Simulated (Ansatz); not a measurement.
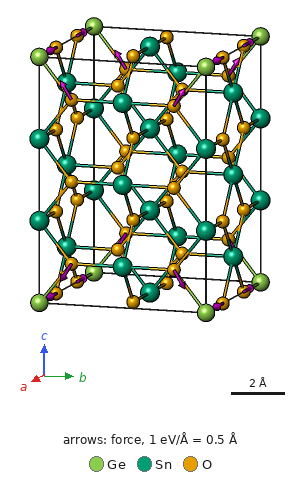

Starting geometry of a defect cell of composition Sn$_{11}$GeO$_{24}$ with the computed forces as purple arrows. Style: ball-and-stick. Shown: the cell of the calculation, slightly off an axis.

The calculation used DFT, PBE, plane-wave PAW, default files, scalar-relativistic, frozen cores in Ansatz 0.2.0. (plane-wave cutoff 420 eV; k-point mesh 4 × 4 × 3; occupations fermi dirac; smearing width 0.01 eV; no spin polarisation; potentials kind: paw, frozen_core: stored; atoms relaxed in a fixed cell; force threshold 0.02 eV/Å; at most 50 steps)

### Is this structure relaxed? If not, where do the atoms go?

It isn't relaxed: the largest force vector, on O atoms, is 2.03 eV/Å. The atoms end up moving mostly along the starting forces (cosine between the two patterns 0.90). The largest moves, 0.13 Å, are those of O atoms. By element the largest moves are O 0.13 Å, Sn 0.05 Å. Ge stays in place. The cell stays as it was. Some distances before and after: Ge–O 2.052 → 1.934 Å, Ge–O 2.058 → 1.977 Å, O–Sn 2.052 → 2.092 Å, O–Sn 2.058 → 2.034 Å. Among the angles between lasting bonds that change: O–Sn–O 180.0° → 174.9°, Sn–O–Sn 129.1° → 124.4°, O–Sn–O 78.1° → 82.5°. Over 4 geometry steps the energy falls by 0.681 eV per cell of the calculation. The largest force component goes from 1.5 to 0.017 eV/Å. The run took 55 s on 4 threads of Intel(R) Xeon(R) 6975P-C (Granite Rapids) (shared host), peak memory 2.7 GiB.

Limits of the set-up: the periodic images lie only 6.7 Å apart, so the values are limited by the cell's size.
